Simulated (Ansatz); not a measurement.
Consider C₄H₁₁Ga···HF.

```yaml
atoms:
  - { symbol: Ga, position_ang: [-0.0226, 0.1608, 0.1508] }
  - { symbol: C, position_ang: [0.0953, 0.1546, 2.1393] }
  - { symbol: H, position_ang: [-0.8161, -0.3506, 2.5398] }
  - { symbol: H, position_ang: [0.9766, -0.4369, 2.4740] }
  - { symbol: C, position_ang: [0.1957, 1.5601, 2.7607] }
  - { symbol: H, position_ang: [0.2482, 1.5418, 3.8710] }
  - { symbol: H, position_ang: [1.1012, 2.0950, 2.4054] }
  - { symbol: H, position_ang: [-0.6811, 2.1858, 2.4923] }
  - { symbol: C, position_ang: [1.6613, 0.1100, -0.9157] }
  - { symbol: H, position_ang: [1.7938, -0.9684, -1.1627] }
  - { symbol: H, position_ang: [1.4929, 0.6150, -1.8909] }
  - { symbol: C, position_ang: [2.9115, 0.6462, -0.2095] }
  - { symbol: H, position_ang: [3.8434, 0.4878, -0.7954] }
  - { symbol: H, position_ang: [2.8330, 1.7373, -0.0233] }
  - { symbol: H, position_ang: [3.0689, 0.1658, 0.7794] }
  - { symbol: H, position_ang: [-1.4505, 0.3498, -0.5308] }
  - { symbol: F, position_ang: [-0.3240, -2.5958, 0.9737] }
  - { symbol: H, position_ang: [-0.2665, -2.0943, 1.7583] }
```

The calculation used RKS PBE/def2-SVP (Ansatz 0.2.0).

Predict the electron density and electron localisation function between the atoms.

Answer. C–C (1.53 Å): the density is about 1.6 e/Å³ at the midpoint; the ELF peaks at about 0.95 between the atoms; localised, covalent bonding.
C–H (1.11 Å): ρ is about 1.8 e/Å³ halfway; the ELF climbs to about 1 towards the hydrogen, as it does in any bond to H; a covalent bond by its length.

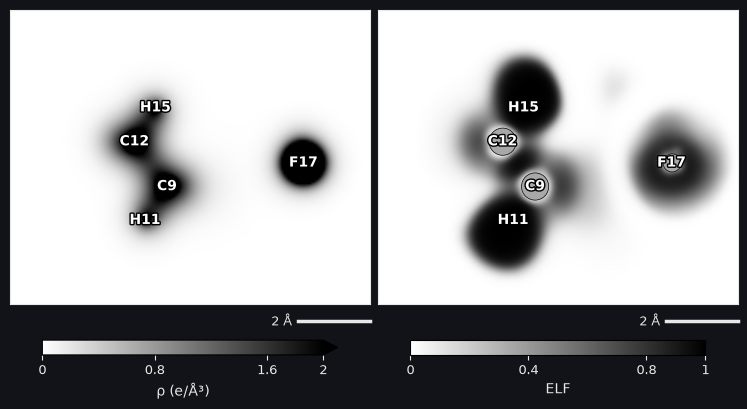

Computed electron density and electron localisation function on the plane of atoms C9, C12 and H15, in this order. Grey discs cover the atomic cores in the ELF map. 
